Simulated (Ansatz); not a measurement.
# Frequency calculation, with input and output: C2H4O2Si

System: C2H4O2Si, SMILES C=C1O[SiH2]O1.
Method: HF/6-31G*, RHF (Ansatz 0.2.0).

The geometry was optimised with HF/6-31G*. Figures and captions count atoms from 1; the log counts them from 0 in places.

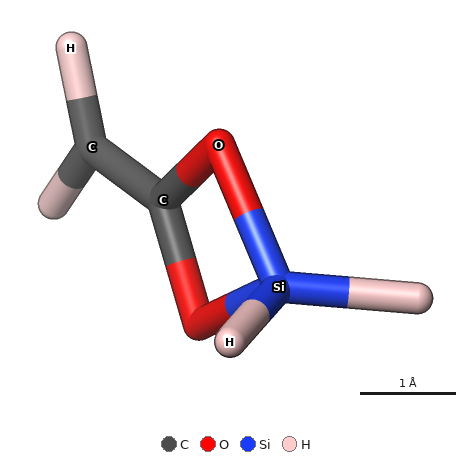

**Figure 1.** The structure as given in the input (stick view, seen at a tilt). Bond lengths as drawn: C–C 1.31 Å, C–H 1.07 Å, C–O 1.37 Å, H–Si 1.46 Å and O–Si 1.67 Å.

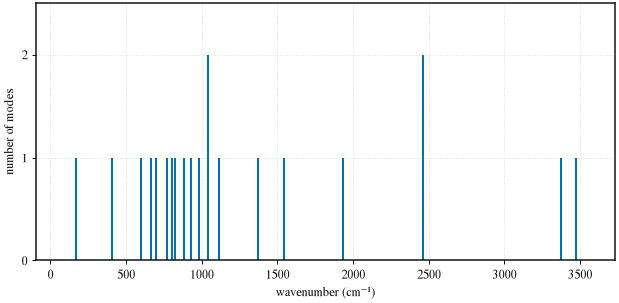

**Figure 2.** Harmonic vibrational wavenumbers from the force constants; neighbouring modes closer than 15 cm⁻¹ are counted in one stick. 21 modes from 170 to 3470 cm⁻¹, none imaginary.

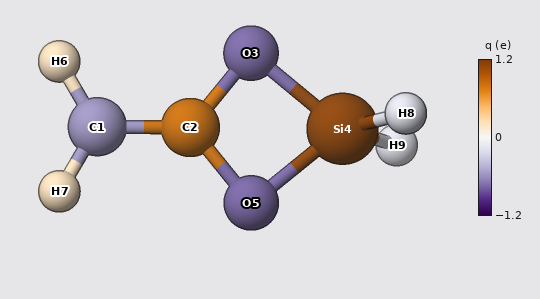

**Figure 3.** Mulliken charges, as the colour of each atom (ball-and-stick view, seen at a tilt; atoms are numbered from 1 in the order of the input; Mulliken charges depend strongly on the basis). By element: C −0.57 to +0.82, O −0.75, Si +1.13 and H −0.14 to +0.20 e.

The input that produced these results follows, with the program's output.

## Input
```yaml
crystal:
  periodic: [false, false, false]
  atoms:
    - {symbol: C, position_ang: [0.526666, 1.356732, -1.128104]}
    - {symbol: C, position_ang: [0.159167, 0.388340, -0.327306]}
    - {symbol: O, position_ang: [-0.576361, 0.464828, 0.825764]}
    - {symbol: Si, position_ang: [-0.441853, -1.195365, 0.982314]}
    - {symbol: O, position_ang: [0.414602, -0.953203, -0.434260]}
    - {symbol: H, position_ang: [0.246903, 2.367317, -0.908608]}
    - {symbol: H, position_ang: [1.106605, 1.137149, -2.001706]}
    - {symbol: H, position_ang: [-1.689376, -1.948545, 0.848814]}
    - {symbol: H, position_ang: [0.342147, -1.663551, 2.125791]}
basis:
  gaussian:
    orbitals: "6-31G*"
phonons:
  temperatures: {t_min: 298.15, t_max: 298.15, t_step: 1}
hamiltonian:
  xc: hf
```

Command:
```bash
ansatz run input.yaml --threads 1 --pin off --max-ram 3480MiB --events-out events.jsonl --progress --plain --runs-dir runs
```

## The program's output
```
Functional definition: HF
  name "HF"
  exchange = exact_x
  correlation = 0
914 factors; integrals over basis functions are off by at most 4.7e-4 eV
mean field evaluation 1: about -14057.1359 eV, gradient 4.1e1 eV
mean field evaluation 2: about -14057.2252 eV, gradient 4.1e1 eV
mean field evaluation 4: about -14060.7799 eV, gradient 3.5e0 eV
mean field evaluation 8: about -14060.8255 eV, gradient 4.7e-4 eV
mean field -14060.82548386 eV, -516.7258057619 hartree, gradient 1.3e-5 eV, S^2 0.000000; 0 other end points of the search recorded, 0 dependent functions left out
the calculation of the forces begins
reference -14060.82548386 eV, -516.7258057619 hartree; 23, 23 occupied and 64, 64 virtual orbitals, 914 factors
these checks for a lower state are left out or cut short: stability, starts, cluster_reference, orbital_swaps, neighbouring_geometries, increment
914 factors; integrals over basis functions are off by at most 4.7e-4 eV
mean field evaluation 16: about -14060.8254 eV, gradient 2.7e-6 eV
mean field -14060.82538631 eV, -516.7258021770 hartree, gradient 3.4e-6 eV, S^2 0.000000; 0 other end points of the search recorded, 0 dependent functions left out
[... from here on the field's lines of each further geometry are left out, up to the last ...]
the calculation of the forces begins
reference -14060.82544018 eV, -516.7258041567 hartree; 23, 23 occupied and 64, 64 virtual orbitals, 914 factors
these checks for a lower state are left out or cut short: stability, starts, cluster_reference, orbital_swaps, neighbouring_geometries, increment
914 factors; integrals over basis functions are off by at most 4.7e-4 eV
mean field -14060.82543937 eV, -516.7258041270 hartree, gradient 1.4e-6 eV, S^2 0.000000; 0 other end points of the search recorded, 0 dependent functions left out
the calculation of the forces begins
reference -14060.82543937 eV, -516.7258041270 hartree; 23, 23 occupied and 64, 64 virtual orbitals, 914 factors
Total energy: -14060.82548386 eV, -516.7258057619 hartree
Atom 0 at     0.526666     1.356732    -1.128104 Å, force    -0.000311    -0.000801     0.000686 eV/Å
Atom 1 at     0.159167     0.388340    -0.327306 Å, force     0.000199     0.000646    -0.000581 eV/Å
Atom 2 at    -0.576361     0.464828     0.825764 Å, force     0.000002     0.000204     0.000010 eV/Å
Atom 3 at    -0.441853    -1.195365     0.982314 Å, force    -0.000338    -0.000492     0.000291 eV/Å
Atom 4 at     0.414602    -0.953203    -0.434260 Å, force     0.000162     0.000063    -0.000170 eV/Å
Atom 5 at     0.246903     2.367317    -0.908608 Å, force    -0.000060     0.000505     0.000030 eV/Å
Atom 6 at     1.106605     1.137149    -2.001706 Å, force     0.000274    -0.000018    -0.000455 eV/Å
Atom 7 at    -1.689376    -1.948545     0.848814 Å, force     0.000033    -0.000035     0.000064 eV/Å
Atom 8 at     0.342147    -1.663551     2.125791 Å, force     0.000040    -0.000072     0.000126 eV/Å
Dipole moment:    -0.133734    -0.352404     0.291419 e Å
Vibrations: 170.20 406.18 603.05 663.56 700.99 770.74 803.77 824.84 885.25 928.78 979.88 1041.51 1044.90 1115.97 1370.45 1547.29 1933.99 2462.39 2464.21 3375.84 3470.35 cm⁻¹, zero-point energy 1.708758 eV
```

## Key numbers

| quantity | value |
| --- | --- |
| outcome | converged |
| total energy | −516.725806 hartree |
| basis functions | 87 |
| largest force | 0.001 eV/Å |
| zero-point energy | 0.062796 hartree |
| dipole moment | 2.29 D |
| wavenumbers, lowest and highest | 170 and 3470 cm⁻¹ |
| hardware | 1 thread of Arm Neoverse N1, 112 GiB of memory available, shared host |
| wall time | 2.3 min |
| peak memory | 0.15 GiB |
